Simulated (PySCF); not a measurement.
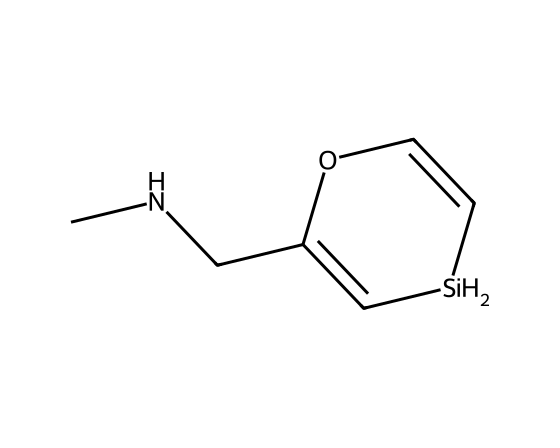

The geometry was computed by an optimisation with GFN2-xTB. No frequency run is at hand to confirm it as a minimum. Properties computed with PBE0/pcSseg-1, gas phase (PySCF 2.14.0).

Question: What is the LUMO energy (Kohn–Sham orbital)?

Answer: −0.21 eV.

Question: Estimate the dipole moment.

Answer: 1.72 D.

Question: Give the HOMO energy (Kohn–Sham orbital) at this level.

Answer: −6.59 eV.

The geometry is semi-empirical. Around Si such bond lengths and angles can be off by a tenth of an ångström or more and by several degrees, and values that hang on the shape move with them.
